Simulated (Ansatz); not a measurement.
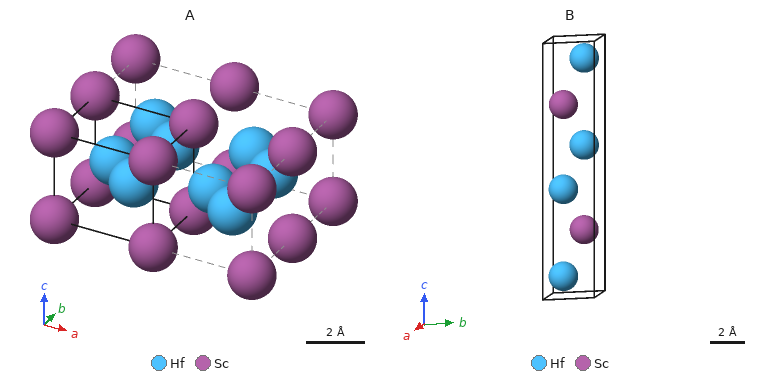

Two structures of Hf2Sc, each relaxed to rest (conventional cells in solid outline, small ones repeated, not to one scale). Method: DFT PBE, scalar-relativistic, plane waves, PAW (Ansatz), without spin polarisation.

> Identify the two structures.

A: AlB₂ type, P6/mmm. B: 6 atoms a cell on a primitive hexagonal lattice, P6_3/mmc.

> Which polymorph is favoured?

B is lower, by 85 meV/atom at this level of theory (energies at zero smearing). Volumes: A 22.6, B 23.0 Å³/atom.

One or both may be structure types tried for this composition rather than known phases.
